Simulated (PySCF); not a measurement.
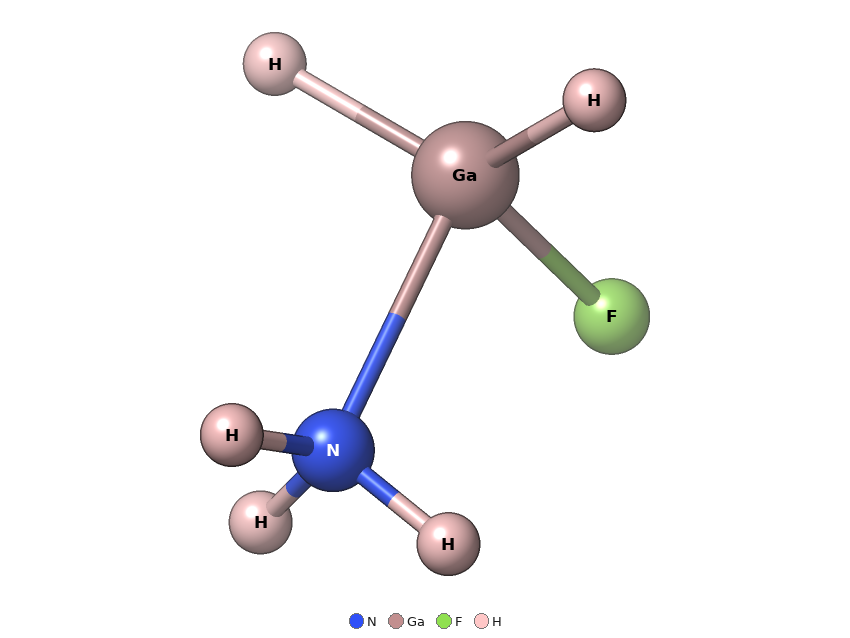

Distant atoms are faded towards the background colour. Computed geometry: PBE0-D3(BJ)/def2-SVP optimisation. No frequency run is at hand to confirm it as a minimum.

List the symmetry elements and name the point group.

Answer. It has 1 mirror plane, so the point group is Cs. The group has 2 operations. The geometry is achiral, and symmetry allows a dipole moment.
